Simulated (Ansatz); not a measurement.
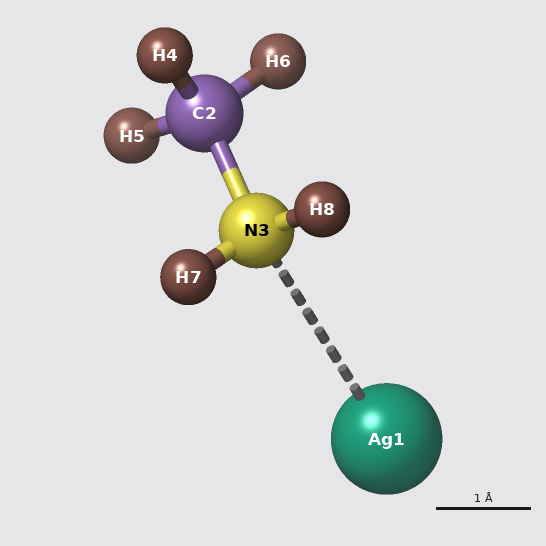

Two molecules or ions; the broken line marks their closest contact (measured against van der Waals radii). State: charge +1, singlet. Geometry: a pair of rigid molecules at a changed separation. Program: Ansatz 0.2.0.

Which two species are they?

Answer. Ag and CH5N (`CN.[Ag+]`).

How long is the contact?

Answer. Ag1···N3 is 3.25 Å.

Give the counterpoise-corrected interaction energy (kcal/mol, monomers kept as in the pair) with RHF-CCSD(T) (frozen core)/def2-TZVPPD; ωB97M-V/def2-TZVPPD.

```
                                level  interaction energy (kcal/mol)
RHF-CCSD(T) (frozen core)/def2-TZVPPD                          −22.7
                  ωB97M-V/def2-TZVPPD                          −24.1
```
